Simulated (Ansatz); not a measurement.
Run report: H$_{14}$SO$_{6}$, geometry relaxation (part 2 of 3)

H$_{14}$SO$_{6}$ (disordered cell, 21 atoms in the cell); DFT PBE, scalar-relativistic, plane waves, PAW, no spin polarisation (Ansatz 0.2.0); cutoff 420 eV, 1×1×1 k-mesh, Fermi–Dirac smearing of 0.02 eV. The run did not end well. It belongs to a series of runs on one base structure; here: start relaxed. The run did not end well; see the last part.

Geometry of the input (Å; fractional positions):
```
6.0000  0.0000  0.0000
0.0000  6.0000  0.0000
0.0000  0.0000  6.0000
O  0.0882  0.7021  0.4298
H  0.1296  0.7710  0.2898
H  0.0722  0.5457  0.3930
O  0.2674  0.0624  0.3950
H  0.2165  0.1519  0.2706
H  0.4232  0.1016  0.4101
O  0.7395  0.0832  0.6380
H  0.6848  -0.0005  0.5113
H  0.7315  0.2370  0.5897
O  0.3050  0.3813  0.8977
H  0.3047  0.5091  0.7990
H  0.3055  0.2547  0.7976
O  0.5066  0.5446  0.3963
H  0.4738  0.5126  0.2415
H  0.3887  0.4700  0.4774
O  0.8834  0.0258  0.1859
H  0.9352  0.0500  0.0350
H  0.7256  -0.0035  0.1688
S  0.8476  0.4834  0.9723
H  0.6804  0.4328  0.8333
H  0.7406  0.6598  1.0576
```

## What the program printed, continued
```
SCF iter   1: F=—  HF=-4531.982514 eV  |F-HF|=—  |Δ(HF+E_count)|=         —  Δρ=2.53e-2  dr2=4.73e-1  ethr=8.20e-4  ⟨swp⟩=1.0  Hψ=214  notcnv=0  defer=13
preconditioner: auto → Resta (q_TF=auto, 2.179 Å⁻¹)  ε∞=2.2  [insulator: Δε(μ)=4.556 eV  Ē_g=17.098 eV  σ=0.020 eV  W_gap=1.00  n_scr=32 (ndim 8)  ℏωp=18.9 eV  f_vac=0.240  D(μ)=0.00/eV (n_scr^D=0)  ε∞_Penn≈2.2]
SCF iter   2: F=—  HF=-4531.952760 eV  |F-HF|=—  |Δ(HF+E_count)|=   2.98e-2  Δρ=1.27e-2  dr2=1.03e-1  ethr=8.20e-4  ⟨swp⟩=3.0  Hψ=54  notcnv=0  defer=13
SCF iter   3: F=—  HF=-4531.964215 eV  |F-HF|=—  |Δ(HF+E_count)|=   1.15e-2  Δρ=1.66e-3  dr2=3.43e-3  ethr=1.84e-4  ⟨swp⟩=2.0  Hψ=58  notcnv=0  defer=13
SCF iter   4: F=—  HF=-4531.964507 eV  |F-HF|=—  |Δ(HF+E_count)|=   2.92e-4  Δρ=6.92e-4  dr2=7.42e-4  ethr=6.13e-6  ⟨swp⟩=2.0  Hψ=66  notcnv=0  defer=16
SCF iter   5: F=—  HF=-4531.964442 eV  |F-HF|=—  |Δ(HF+E_count)|=   6.55e-5  Δρ=1.41e-4  dr2=4.94e-5  ethr=1.33e-6  ⟨swp⟩=2.0  Hψ=59  notcnv=0  defer=16
SCF iter   6: F=—  HF=-4531.964451 eV  |F-HF|=—  |Δ(HF+E_count)|=   9.70e-6  Δρ=5.16e-5  dr2=6.39e-6  ethr=8.81e-8  ⟨swp⟩=3.0  Hψ=77  notcnv=0  defer=16
SCF iter   7: F=—  HF=-4531.964454 eV  |F-HF|=—  |Δ(HF+E_count)|=   2.88e-6  Δρ=3.28e-5  dr2=1.81e-6  ethr=1.14e-8  ⟨swp⟩=2.0  Hψ=60  notcnv=0  defer=16
SCF iter   8: F=-4531.964454 eV  HF=-4531.964454 eV  |F-HF|=1.41e-8  |Δ(HF+E_count)|=   2.55e-7  Δρ=6.00e-6  dr2=5.72e-8  ethr=1.79e-10  ⟨swp⟩=4.0  Hψ=177  notcnv=0
SCF 15 converged in 8 iterations: F = -4531.964454 eV  dr2 = 5.72e-8
relax step  15: F+E_penalty+E_count = -4531.96445410 eV  Δ(F+E_penalty+E_count) = -1.428e-1 eV  max|allowed force component| = 8.558e-1 eV/Å  Δτ_max = 0.1931 Å  (8 SCF iters, accepted)
```

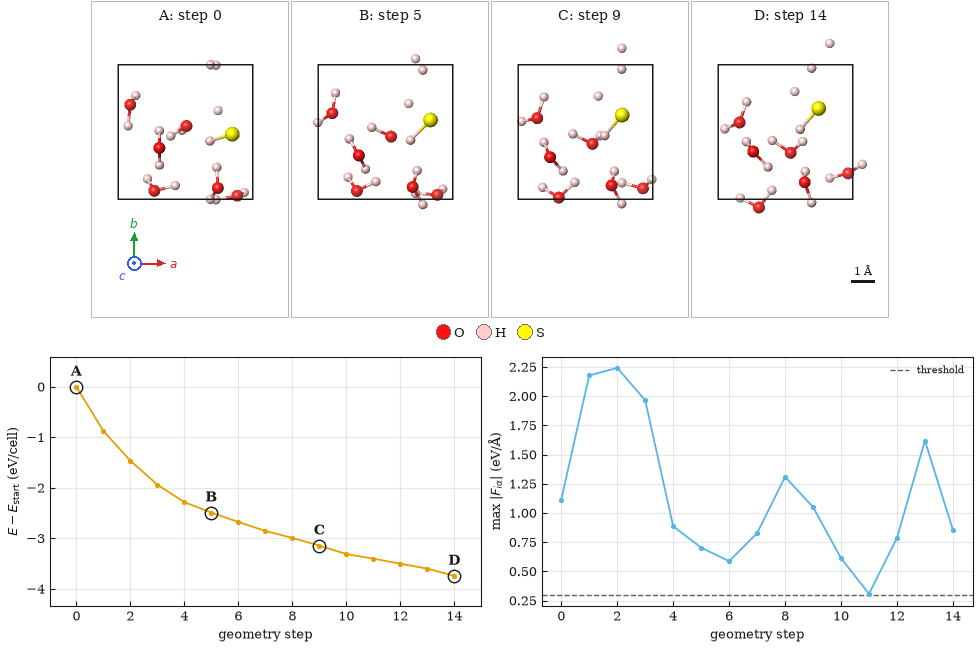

*Frames of the relaxation (ball-and-stick view of the cell of the calculation, along the c axis) above the curves, on which the letters mark them (the first geometry is step 0 here and step 1 in the log).*

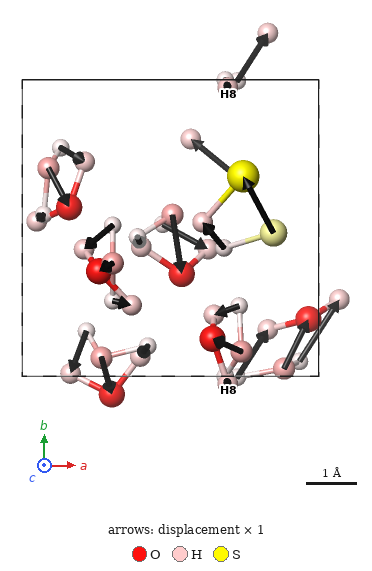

*Start (faint) and end (solid) with the displacements as black arrows, at true length (ball-and-stick view of the cell of the calculation, along the c axis).*

The relaxation stopped without meeting its thresholds, so the last structure isn't shown to be converged. The energy falls by 3.743 eV per cell of the calculation in 14 geometry steps. Largest force component: 1.1 eV/Å at the start, 0.86 eV/Å at the end. H17 moves most: 1.49 Å. Largest moves by element: H 1.49 Å, S 1.31 Å, O 1.22 Å. The cell doesn't change. Among the contacts that change: O16–H17 0.969 → 1.015 Å, O1–H2 0.969 → 1.011 Å, O13–H15 0.969 → 0.998 Å, O10–H11 0.969 → 0.992 Å. Among the angles that change: H11–O10–H12 104.0° → 107.1°, H2–O1–H3 104.0° → 106.3°, H20–S19–H21 93.3° → 91.3°. (Atoms are counted from 1 in the order of the input.)

```
Step failed. What follows is not a result of the run: it is the report of the last solve that finished, which converged after 8 SCF iterations.
Free energy (F): -4531.964454 eV
Harris-Foulkes:  -4531.964454 eV  (|F-HF|=1.41e-8)
Internal energy: -4531.964454 eV  (E = F + TS)
E sigma→0 (E₀):  -4531.964454 eV
Fermi energy:    0.461134 eV
--- Per-component energies (eV) ---
  E_band       = -495.297544
  E_kinetic    = 1350.063036
  E_local      = -4084.385258  (includes V_loc(G=0)·N_el)
  E_nonlocal   = 341.052150
  E_hartree    = 1469.241771
  E_xc         = -660.465076
  E_vxc        = -807.610865  (∫ρ·V_xc dr)
  E_paw        = -1560.058862  (= ΣΔE_a)
  E_vpaw       = -232.897852  (= ΣTr[D̂ρ^β])
  E_aug_tail   = -0.001330  (compensation charges beyond the density's cutoff)
  E_ewald      = -1387.410885
  E_smearing   = -0.000000  (= −TS)
  E_closure    = 0.000000  (closes the sum)
  Σ components = -4531.964454   (vs F -4531.964454, Δ=0.00e0)
--- Forces (eV/Å), atoms counted from 1 ---
  atom   1  O     -0.00659267     0.16148850    -0.14486668
  atom   2  H     -0.05879552    -0.18046108     0.02971048
  atom   3  H      0.03782433    -0.04936040     0.05218507
  atom   4  O     -0.05632317    -0.03775901    -0.12141091
  atom   5  H      0.03956972     0.08479417    -0.07775629
  atom   6  H      0.01025854     0.07263582     0.04815264
  atom   7  O      0.18445392    -0.26875859    -0.12012791
  atom   8  H     -0.15078974     0.26863540     0.16928533
  atom   9  H     -0.02846641     0.01481411     0.04833379
  atom  10  O      0.05868454     0.09312065    -0.11388136
  atom  11  H      0.06135118    -0.05471212     0.15483832
  atom  12  H     -0.03679540     0.03485588    -0.00559887
  atom  13  O     -0.00935330     0.05465017    -0.12035769
  atom  14  H     -0.04812448    -0.11934800     0.15238600
  atom  15  H      0.03845209    -0.08128960     0.01196075
  atom  16  O     -0.67401938    -0.05343308    -0.48277546
  atom  17  H     -0.14338962    -0.14246519     0.12076748
  atom  18  H      0.85574956     0.17790803     0.37525448
  atom  19  S      0.06860362    -0.04378399    -0.06794296
  atom  20  H     -0.03180461     0.05633114     0.02525113
  atom  21  H     -0.11050789     0.01220388     0.06660725
  max |Σ_I F_I| component: 6.67e-5 eV/Å
End of that report.
Error: geometry relaxation did not converge after 15 steps: max|allowed force component| = 8.56e-1 eV/Å (threshold 3.0e-1). Raise `relax.max_steps` over both its present limit and 15, loosen `relax.f_tol`, or start from a geometry closer to equilibrium. Where this run's directory can be resumed (`checkpoint.write`), a resume goes on for up to `relax.max_steps` more
```

## Trajectory as extended XYZ (Å, eV, eV/Å), 15 frames, from step=1 to step=15
```
21
Lattice="6.0000 0.0000 0.0000 0.0000 6.0000 0.0000 0.0000 0.0000 6.0000" Properties=species:S:1:pos:R:3:forces:R:3 step=1 energy=-4528.22173
O     0.5295    4.2124    2.5787   -0.5685  -1.1147   0.4793
H     0.7775    4.6263    1.7389   -0.0495   0.2063   0.2862
H     0.4334    3.2742    2.3581   -0.4609  -0.0616  -0.0753
O     1.6043    0.3744    2.3697    0.6918   0.7971   0.0146
H     1.2992    0.9115    1.6236   -0.1750   0.1418  -0.0446
H     2.5395    0.6095    2.4607    0.0342   0.1290   0.0305
O     4.4369    0.4992    3.8283   -0.6168   0.0911   0.4310
H     4.1090   -0.0028    3.0677    0.5486  -0.3852   0.2027
H     4.3892    1.4221    3.5381    0.1574   0.1875  -0.3100
O     1.8300    2.2877    5.3861    0.4773  -0.5067  -0.1038
H     1.8281    3.0544    4.7941   -0.3736   0.2183  -0.0138
H     1.8333    1.5279    4.7854    0.0454  -0.2135  -0.1263
O     3.0398    3.2673    2.3775    0.8373  -0.4566   0.2391
H     2.8429    3.0758    1.4487    0.0554  -0.1822  -0.1504
H     2.3321    2.8197    2.8642   -0.1493   0.3175  -0.1912
O     5.3003    0.1550    1.1156    0.1180  -0.3132  -0.0240
H     5.6111    0.3001    0.2098   -0.3157   0.0613  -0.2822
H     4.3534   -0.0213    1.0131    0.0254   0.0894  -0.3109
S     5.0856    2.9003    5.8339   -0.0210   0.8690   0.0070
H     4.0823    2.5966    5.0001   -0.0752   0.1240   0.0751
H     4.4439    3.9589    6.3456   -0.1857   0.0013  -0.1336
21
Lattice="6.0000 0.0000 0.0000 0.0000 6.0000 0.0000 0.0000 0.0000 6.0000" Properties=species:S:1:pos:R:3:forces:R:3 step=2 energy=-4529.09673
O     0.4584    4.1109    2.6496    0.2062  -0.6883   0.0133
H     0.7466    4.6244    1.8648   -0.2075  -0.0069   0.6106
H     0.3214    3.2076    2.3132   -0.4191   0.1748  -0.0893
O     1.6438    0.4552    2.3921    0.0983   0.2669  -0.1189
H     1.3048    0.9501    1.6275   -0.0550  -0.0007   0.0308
H     2.5835    0.6792    2.4376    0.1435   0.2130   0.1233
O     4.2940    0.5424    3.9269   -0.3026   0.1414  -2.1770
H     4.2434   -0.0736    3.1206    0.5601   0.6290   1.7765
H     4.4237    1.4218    3.4606   -0.1111  -0.9205   0.5427
O     1.9303    2.2277    5.3645   -0.0413   0.3389  -0.6762
H     1.7403    3.0302    4.8121   -0.1834  -0.6702   0.5623
H     1.8454    1.4935    4.7309    0.1234  -0.0780  -0.0528
O     3.1763    3.1281    2.3798   -1.1854  -0.7306   0.2052
H     2.8919    3.0556    1.4424    0.3763  -0.0844   0.3307
H     2.3138    2.9023    2.8458    1.1522   0.7097  -0.6116
O     5.3072    0.0929    1.0656    0.0422  -0.0968  -0.0857
H     5.5767    0.3193    0.1585   -0.2202   0.0595  -0.0963
H     4.3455   -0.0090    0.9787    0.0523   0.1119  -0.1862
S     5.1044    3.0440    5.7969    0.0341   0.6164  -0.1035
H     4.0815    2.6275    5.0253    0.0412   0.0330   0.1200
H     4.3683    4.0191    6.3445   -0.1041  -0.0181  -0.1179
21
Lattice="6.0000 0.0000 0.0000 0.0000 6.0000 0.0000 0.0000 0.0000 6.0000" Properties=species:S:1:pos:R:3:forces:R:3 step=3 energy=-4529.68573
O     0.5228    4.0194    2.7250   -0.1563  -1.3085  -1.0326
H     0.7077    4.6430    1.9790   -0.1181  -0.1316   0.8065
H     0.1855    3.2030    2.2471    0.0781   1.1531   0.6044
O     1.6547    0.4700    2.3894    0.0509   0.0624  -0.1650
H     1.3029    0.9541    1.6243   -0.0217   0.0227   0.0402
H     2.5823    0.7469    2.4612    0.0629   0.1560   0.1798
O     4.1968    0.5769    3.9278    0.5555  -0.8546  -2.2423
H     4.4054   -0.1338    3.2144   -0.1451   1.0922   1.8541
H     4.4239    1.3911    3.4056   -0.2633  -0.4153   0.4647
O     1.9467    2.1784    5.3361   -0.1939   0.3706  -0.4034
H     1.6337    2.9805    4.8469   -0.0318  -0.6526   0.3879
H     1.8822    1.4657    4.6771    0.1527  -0.0760  -0.1213
O     3.2209    3.0316    2.3783   -1.1685  -0.3265   0.2431
H     2.9457    3.0063    1.4409    0.3128  -0.1219   0.1339
H     2.3168    3.0208    2.8235    1.0779   0.4628  -0.5326
O     5.3101    0.0706    1.0352   -0.0075   0.0010  -0.0129
H     5.5587    0.3437    0.1343   -0.1043   0.0511  -0.0764
H     4.3427    0.0156    0.9655    0.0147   0.1072  -0.0734
S     5.1383    3.1768    5.7390   -0.2659   0.4789  -0.0592
H     4.1055    2.6322    5.0499    0.1582   0.0076   0.1594
H     4.3178    4.0565    6.3375    0.0120  -0.0780  -0.1550
21
Lattice="6.0000 0.0000 0.0000 0.0000 6.0000 0.0000 0.0000 0.0000 6.0000" Properties=species:S:1:pos:R:3:forces:R:3 step=4 energy=-4530.15932
O     0.5752    3.9333    2.7579   -1.0450  -1.1585  -1.9653
H     0.6873    4.6755    2.1015    0.0717  -0.3135   0.9124
H     0.0175    3.2717    2.1926    1.0297   1.3810   1.2930
O     1.6652    0.4420    2.3703    0.3070   0.1353  -0.1682
H     1.3075    0.9801    1.6433   -0.0187  -0.0257   0.0979
H     2.5649    0.7973    2.5208   -0.2020  -0.0489   0.0847
O     4.1928    0.5589    3.9096    0.4782  -1.2422  -0.9694
H     4.5520   -0.1878    3.3311   -0.3617   0.9731   1.1258
H     4.3940    1.3469    3.3744   -0.0253   0.1840  -0.0782
O     1.9284    2.1110    5.3073   -0.1080  -0.0479  -0.2137
H     1.5243    2.8924    4.8728   -0.0308  -0.4069   0.0718
H     1.9699    1.4282    4.6077    0.0668   0.1652   0.0667
O     3.2556    2.9429    2.3557   -0.8822   0.0039   0.4331
H     3.0251    2.9297    1.4121    0.1516  -0.1409  -0.0642
H     2.3640    3.1538    2.7719    0.7504   0.0873  -0.5023
O     5.3064    0.0871    1.0229    0.0013   0.0308   0.0869
H     5.5455    0.3657    0.1229   -0.0034   0.0552  -0.1265
H     4.3372    0.0629    0.9735   -0.0482   0.1148  -0.0044
S     5.1234    3.3022    5.7049   -0.3060   0.2988  -0.0688
H     4.1199    2.6381    5.0738    0.1636  -0.0104   0.1476
H     4.2453    4.1172    6.3110    0.0109  -0.0351  -0.1599
21
Lattice="6.0000 0.0000 0.0000 0.0000 6.0000 0.0000 0.0000 0.0000 6.0000" Properties=species:S:1:pos:R:3:forces:R:3 step=5 energy=-4530.50752
O     0.5859    3.8901    2.7371   -0.3428  -0.1744  -0.8864
H     0.6952    4.7106    2.1936    0.1494  -0.2165   0.5829
H    -0.0066    3.3385    2.1642    0.3394   0.3993   0.4719
O     1.6856    0.4179    2.3524    0.0535   0.1454  -0.2588
H     1.3027    1.0023    1.6726    0.0058  -0.1491   0.1461
H     2.5628    0.8047    2.5386   -0.0601  -0.0753   0.1077
O     4.1658    0.5444    3.8947    0.4793  -0.7429  -0.3172
H     4.6776   -0.2000    3.4816   -0.3955   0.5267   0.4887
H     4.4032    1.3138    3.3486   -0.0206   0.1723  -0.0913
O     1.8975    2.0531    5.2964   -0.0125  -0.3031  -0.1209
H     1.4283    2.7936    4.8707   -0.0513  -0.1322  -0.0667
H     2.0280    1.3951    4.5813    0.0107   0.2126   0.1788
O     3.2455    2.8882    2.3650   -0.1431  -0.1452  -0.1783
H     3.0973    2.8371    1.4017    0.1565  -0.0565   0.1590
H     2.3661    3.1886    2.6965    0.0232   0.1359  -0.1142
O     5.3016    0.1345    1.0238    0.0211   0.0475   0.0239
H     5.5425    0.3829    0.1150    0.0253   0.0595  -0.0613
H     4.3316    0.1435    0.9881   -0.0613   0.0963   0.0319
S     5.0875    3.3939    5.6721   -0.1106   0.1738  -0.0781
H     4.1270    2.6359    5.0911    0.0504  -0.0430   0.0540
H     4.1765    4.1805    6.2530   -0.1176   0.0682  -0.0720
21
Lattice="6.0000 0.0000 0.0000 0.0000 6.0000 0.0000 0.0000 0.0000 6.0000" Properties=species:S:1:pos:R:3:forces:R:3 step=6 energy=-4530.71129
O     0.6238    3.8366    2.7227    0.1449   0.6501  -0.4276
H     0.7631    4.7379    2.3145    0.1024  -0.5492   0.5560
H    -0.0272    3.4197    2.1285   -0.0019  -0.0154   0.0022
O     1.7187    0.3673    2.3416    0.0778   0.1312  -0.2590
H     1.3233    0.9864    1.6975    0.0403  -0.2378   0.1875
H     2.5663    0.7877    2.5916   -0.1705  -0.0809   0.0143
O     4.2068    0.5470    3.9416    0.3396  -0.5043  -0.4593
H     4.6603   -0.2405    3.5445   -0.3193   0.5567   0.4647
H     4.4082    1.2778    3.3219   -0.0186  -0.0301   0.1055
O     1.8066    1.9529    5.3217    0.2603  -0.5569  -0.6031
H     1.3828    2.6934    4.8503   -0.0473  -0.0890  -0.0527
H     2.1031    1.3440    4.5916   -0.2650   0.5311   0.7031
O     3.2468    2.7928    2.3564   -0.0945  -0.0244  -0.5752
H     3.2015    2.7869    1.3723    0.1416  -0.0480   0.5582
H     2.3825    3.2039    2.6073   -0.0250  -0.0606  -0.0705
O     5.3069    0.1960    1.0235   -0.1373   0.0766  -0.0100
H     5.5433    0.4518    0.1145    0.0439   0.0674  -0.0350
H     4.3355    0.2677    1.0167    0.0991   0.0584  -0.0142
S     5.0050    3.5344    5.6154   -0.1959  -0.1125  -0.1391
H     4.1139    2.6357    5.1040    0.1746   0.1521   0.1074
H     4.0301    4.2698    6.1599   -0.1499   0.0846  -0.0536
```
